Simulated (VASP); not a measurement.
Band structure of In (bct). Calculation: r2SCAN meta-GGA, VASP's PBE PAW potentials (set 64) (plane waves; VASP 6.6.1).

Unless said otherwise, spin-orbit coupling is left out, though it shifts the bands of the heavy elements here.

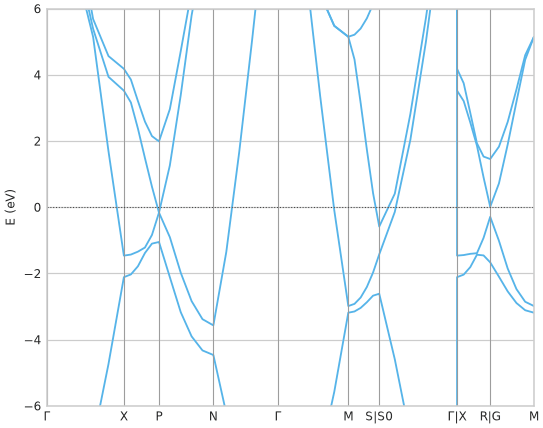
Fig. 1. Bands along high-symmetry lines, zero at the valence-band maximum or, without a gap, the Fermi level

Read the plot: is there a gap, and where are the band edges?

It has no gap at this level: it comes out as a metal or semimetal.

The compound is In in the bct structure. It was relaxed first.
